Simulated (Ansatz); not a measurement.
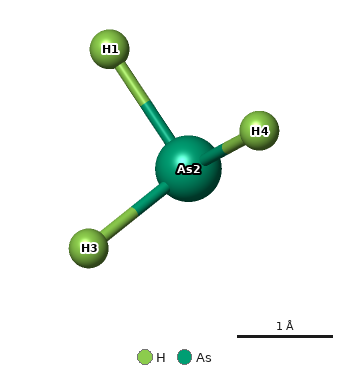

Starting structure of AsH3. The picture is a ball-and-stick view, seen at a tilt.

It is one of the separated reactants of a reaction.

Computed with Ansatz, RKS PBE0-D4/def2-TZVP.

The input:
```yaml
crystal:
  periodic: [false, false, false]
  atoms:
    - {symbol: H, position_ang: [2.739017, -0.163760, -0.259661]}
    - {symbol: As, position_ang: [1.430081, -0.452609, 0.438045]}
    - {symbol: H, position_ang: [1.728782, 0.325781, 1.695547]}
    - {symbol: H, position_ang: [1.815396, -1.809662, 0.974853]}
basis:
  gaussian: {orbitals: def2-TZVP}
hamiltonian: {xc: pbe0, dispersion: d4}
relax: {f_tol: 0.005, max_steps: 200}
```

Command:
```bash
ansatz run in.yaml --threads 8 --pin off --events-out ev --progress --plain --max-ram 19148MiB
```

**What does the optimiser find from here?**

After 4 geometry steps the energy has fallen by 3.78 kJ/mol. Largest force component: 0.77 eV/Å at the start, under 0.0001 eV/Å at the end. The atom that moves furthest after the best rigid fit is As2 (0.062 Å). Largest moves by element: As 0.062 Å, H 0.044 Å. Near-neighbour distances that change, for instance: As2–H3 1.509 → 1.522 Å. Among the angles between lasting bonds that change: H1–As2–H3 96.6° → 92.0°.

Final geometry:

```xyz
4

H     2.7377   -0.1779   -0.2187
As    1.3765   -0.4445    0.4072
H     1.7575    0.2972    1.6800
H     1.8417   -1.7751    0.9802
```

The end point in the same view:

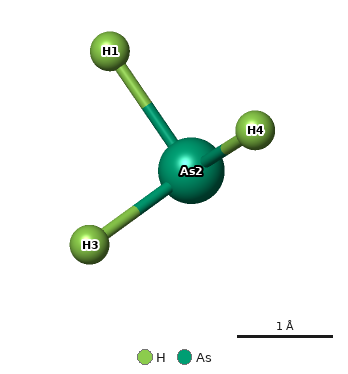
